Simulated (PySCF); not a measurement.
# NClO (SMILES O=NCl): levels of theory compared

Wanted: a comparison of 5 runs (HF/def2-SVP, PBE/6-31G, B3LYP/6-31G*, MP2/def2-SVP, CCSD(T)/6-31G*) of NClO. Input form: a Python script.

The results are computed with PySCF 2.14.0.

### Step 1. The molecule

NClO has 3 atoms, charge 0, and is taken as a singlet. SMILES: `O=NCl`. Geometry: relaxed at PBE0-D4/def2-TZVP.

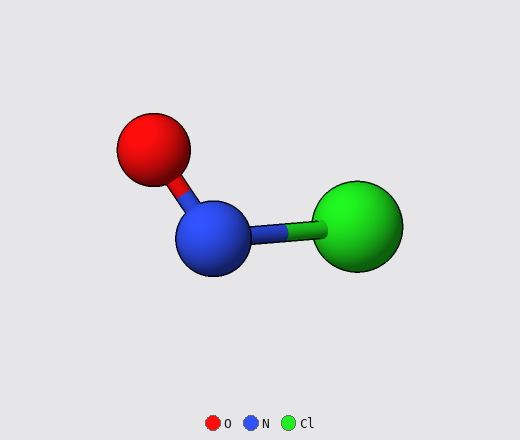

The structure, seen from a chosen angle (oxygen red, nitrogen blue, chlorine green).

### Step 2. Energy and gradient at HF/def2-SVP (run 1)

Contents of run.py:

```python
# nitrosyl chloride
import pyscf.grad
from pyscf import gto

mol = gto.M(
    atom='''
O        1.000080      -0.338330       0.513880
N        0.052050      -0.599550      -0.035840
Cl      -1.052130       0.937900      -0.478040
''',
    verbose=4,
    max_memory=1860,
    basis='def2-svp',
)

mf = mol.RHF()
mf.conv_tol = 1e-10
mf.kernel()
if not mf.converged:
    mf = mf.newton().run(mf.mo_coeff, mf.mo_occ)

e_tot = mf.e_tot
print('Final energy', e_tot)
grad = mf.Gradients().kernel()
dip = mf.dip_moment()
pop, q = mf.mulliken_pop()
```

On the command line:

```console
OMP_NUM_THREADS=1 python run.py
```

What it wrote:

```text
PySCF version 2.14.0

[... 63 lines left out ...]
converged SCF energy = -588.441984440655
Final energy -588.4419844406552
[... 9 lines left out ...]
Dipole moment(X, Y, Z, Debye):  1.03632, -1.17704,  0.44362
[... 50 lines left out ...]
charge of    2Cl =     -0.18353
```

It took 1.3 s on 1 thread of Arm Neoverse V1, shared host; peak memory 0.12 GiB.

### Step 3. Energy and gradient at PBE/6-31G (run 2)

Contents of run.py:

```python
import pyscf.grad
from pyscf import gto, dft

mol = gto.M(
    atom='''
O      1.889877    -0.639351     0.971092
N      0.098360    -1.132985    -0.067728
Cl    -1.988238     1.772374    -0.903365
''',
    basis='6-31g',
    max_memory=1860,
    verbose=4,
    unit='bohr',
)

mf = dft.RKS(mol, xc='pbe')
mf.conv_tol = 1e-10
mf.grids.level = 5
mf.kernel()
if not mf.converged:
    mf = mf.newton().run(mf.mo_coeff, mf.mo_occ)

energy = mf.e_tot
print('Final energy', energy)
grad = mf.Gradients().kernel()
mf.analyze()
```

On the command line:

```console
OMP_NUM_THREADS=1 python run.py
```

What it wrote:

```text
PySCF version 2.14.0

[... 90 lines left out ...]
Nuclear Repulsion Energy =              86.249467169815020
[... 8 lines left out ...]
MO #3   energy= -14.2226801117136  occ= 2
[... 6 lines left out ...]
MO #10  energy= -0.626210670354054 occ= 2
[... 6 lines left out ...]
MO #17  energy= -0.180801589480009 occ= 0
[... 6 lines left out ...]
MO #24  energy= 0.586611502905498  occ= 0
[... 6 lines left out ...]
MO #31  energy= 1.45570261545774   occ= 0
[... 37 lines left out ...]
Dipole moment(X, Y, Z, Debye):  1.18153, -0.97737,  0.54499
```

Wall time 4.8 s (1 thread of Arm Neoverse V1, shared host); peak memory 0.36 GiB.

Run 3 isn't shown in full; the table further down has it.

### Step 4. Energy and forces at MP2/def2-SVP (run 4)

Contents of input.py:

```python
import pyscf.grad
from pyscf import gto, scf, mp

system = gto.Mole()
system.atom = [
    ('O', (1.000080, -0.338330, 0.513880)),
    ('N', (0.052050, -0.599550, -0.035840)),
    ('Cl', (-1.052130, 0.937900, -0.478040)),
]
system.verbose = 4
system.charge = 0
system.max_memory = 1860
system.basis = 'def2-svp'
system.build()

myscf = scf.RHF(system)
myscf.conv_tol = 1e-10
myscf.kernel()
if not myscf.converged:
    myscf = myscf.newton().run(myscf.mo_coeff, myscf.mo_occ)

pt = mp.MP2(myscf, frozen=7).run()
energy = pt.e_tot
print('E(%s) = %.9f' % ('MP2', energy))
grad = pt.Gradients().kernel()
myscf.analyze()
```

On the command line:

```console
OMP_NUM_THREADS=1 python input.py
```

What it wrote:

```text
PySCF version 2.14.0

[... 81 lines left out ...]
Nuclear Repulsion Energy =              86.249462503114330
[... 11 lines left out ...]
MO #6   energy= -8.02280730479483  occ= 2
[... 9 lines left out ...]
MO #16  energy= -0.42472939793082  occ= 2
[... 9 lines left out ...]
MO #26  energy= 1.04362919592767   occ= 0
[... 9 lines left out ...]
MO #36  energy= 1.53374022602865   occ= 0
[... 9 lines left out ...]
MO #46  energy= 4.02306209814977   occ= 0
[... 52 lines left out ...]
Dipole moment(X, Y, Z, Debye):  1.03632, -1.17704,  0.44362
```

Run time: 1.8 s. Hardware: 1 thread of Arm Neoverse V1, shared host; peak memory 0.18 GiB.

### Step 5. A single-point energy at CCSD(T)/6-31G(d) (spherical functions) (run 5)

Contents of calc.py:

```python
from pyscf import gto, cc

molecule = gto.M(
    atom='''
O      1.000080    -0.338330     0.513880
N      0.052050    -0.599550    -0.035840
Cl    -1.052130     0.937900    -0.478040
''',
    verbose=3,
    charge=0,
    spin=0,
    max_memory=1860,
    basis='6-31g*',
)

hf = molecule.RHF()
hf.conv_tol = 1e-10
hf.kernel()
if not hf.converged:
    hf = hf.newton().run(hf.mo_coeff, hf.mo_occ)

mycc = cc.CCSD(hf, frozen=7)
mycc.kernel()
e_t = mycc.ccsd_t()
e_final = mycc.e_tot + e_t
print(f'total energy: {e_final:.8f} hartree')
dip = hf.dip_moment()
pop, q = hf.mulliken_pop()
```

On the command line:

```console
OMP_NUM_THREADS=1 python calc.py
```

What it wrote:

```text
converged SCF energy = -588.676005586648
E(CCSD) = -589.1657261999123  E_corr = -0.4897206132639147
CCSD(T) correction = -0.0211344912738116
total energy: -589.18686069 hartree
Dipole moment(X, Y, Z, Debye):  1.29334, -1.43726,  0.55705
 ** Mulliken pop  **
pop of  0 O 1s            1.99802
pop of  0 O 2s            0.95469
pop of  0 O 3s            0.92421
pop of  0 O 2px           0.87793
pop of  0 O 2py           1.13026
pop of  0 O 2pz           0.77780
pop of  0 O 3px           0.37055
pop of  0 O 3py           0.58834
pop of  0 O 3pz           0.44459
pop of  0 O 3dxy          0.01035
pop of  0 O 3dyz          0.00393
pop of  0 O 3dz^2         0.01208
pop of  0 O 3dxz          0.01494
pop of  0 O 3dx2-y2       0.01218
pop of  1 N 1s            1.99835
pop of  1 N 2s            0.93278
pop of  1 N 3s            0.85562
pop of  1 N 2px           0.72823
pop of  1 N 2py           0.68458
pop of  1 N 2pz           0.58099
pop of  1 N 3px           0.16269
pop of  1 N 3py           0.44875
pop of  1 N 3pz           0.24889
pop of  1 N 3dxy          0.03129
pop of  1 N 3dyz          0.01150
pop of  1 N 3dz^2         0.01826
pop of  1 N 3dxz          0.02222
pop of  1 N 3dx2-y2       0.02082
pop of  2 Cl 1s           1.99976
pop of  2 Cl 2s           1.99834
pop of  2 Cl 3s           1.38107
pop of  2 Cl 4s           0.57969
pop of  2 Cl 2px          1.99374
pop of  2 Cl 2py          1.99290
pop of  2 Cl 2pz          1.99452
pop of  2 Cl 3px          1.17265
pop of  2 Cl 3py          1.07338
pop of  2 Cl 3pz          1.25587
pop of  2 Cl 4px          0.55850
pop of  2 Cl 4py          0.45196
pop of  2 Cl 4pz          0.66825
pop of  2 Cl 3dxy         0.00785
pop of  2 Cl 3dyz         0.00190
pop of  2 Cl 3dz^2        0.00221
pop of  2 Cl 3dxz         0.00098
pop of  2 Cl 3dx2-y2      0.00159
 ** Mulliken atomic charges  **
charge of    0O =     -0.11987
charge of    1N =      0.25503
charge of    2Cl =     -0.13516
```

Wall time 2.6 s (1 thread of Arm Neoverse V1, shared host); peak memory 0.14 GiB.

### Step 6. All runs side by side

```csv
run,level,integration grid,Cartesian functions,energy (Eh),dipole moment (D) of the reference,HOMO energy (eV),LUMO energy (eV),wall time
1,HF/def2-SVP,–,no,-588.441984,1.63,-11.56,1.31,1.3 s
2,PBE/6-31G,5,no,-589.694207,1.63,-7.25,-4.92,4.8 s
3,B3LYP/6-31G* (Cartesian functions),5,yes,-590.083863,1.86,-8.26,-3.79,7.5 s
4,MP2/def2-SVP,–,no,-588.934525,1.63,-11.56,1.31,1.8 s
5,CCSD(T)/6-31G* (spherical functions),–,no,-589.186861,2.01,-11.68,1.27,2.6 s
```

### Step 7. Results

```
                                          quantity          value
                               run 5: total energy  -589.18686 Eh
       run 5: dipole moment (Hartree–Fock density)         2.01 D
        run 5: HOMO energy (Hartree–Fock orbitals)      -11.68 eV
        run 5: LUMO energy (Hartree–Fock orbitals)        1.27 eV
      run 5: HOMO–LUMO gap (Hartree–Fock orbitals)       12.94 eV
run 5: correlation energy (7 core orbitals frozen)     -510.9 mEh
                             run 5: (T) correction     -21.13 mEh
                              run 5: T1 diagnostic          0.021
```

Over runs 1, 2, 3 the dipole moment (its size) runs from 1.63 D (PBE/6-31G) to 1.86 D (B3LYP/6-31G*). The two ends differ in method and basis. Over runs 1, 2, 3 the HOMO–LUMO gap runs from 2.33 eV (PBE/6-31G) to 12.87 eV (HF/def2-SVP). Totals of different functionals can't be ranked against each other. All runs together took 18 s, the longest 7.5 s.
